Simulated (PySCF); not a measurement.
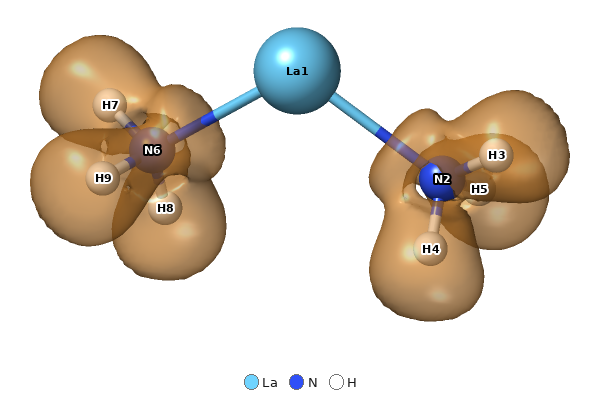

Figure. H$_{6}$LaN$_{2}$ (charge +3). Isosurface of the electron localisation function at 0.75 (orange), seen at a tilt. Core shells and regions of very low density are left out.

Core potentials replace the inner electrons of La.

All numbers below come from PySCF 2.14.0, RKS PBE0, La lcecp-1-SVP with ECP46, N def2-SVP, H def2-SVP; non-relativistic Hamiltonian with scalar-relativistic core potentials where named; density fitting.

```xyz
9

La    1.1657    0.2154   -0.0001
N    -0.1943   -0.0309    2.1058
H     0.2688    0.3203    2.9678
H    -1.1091    0.4604    2.1247
H    -0.4532   -1.0019    2.3707
N    -0.1936   -0.0377   -2.1053
H     0.2955   -0.5188   -2.8865
H    -1.0792   -0.5747   -2.0271
H    -0.5052    0.8487   -2.5500
```

> What do the ELF domains correspond to?

At this value the surface marks out two joined regions spread over several atoms (H, N), in which their bonds and any lone pairs are merged.

Values along the shortest contacts:
La–N (2.52 Å): the ELF peaks at about 0.95 in the valence shell of N, 0.7 Å from its nucleus, and drops to about 0.30 between the two atoms. N–H (1.04 Å): the ELF climbs to about 1 towards the hydrogen, as it does in any bond to H; a covalent bond by its length.
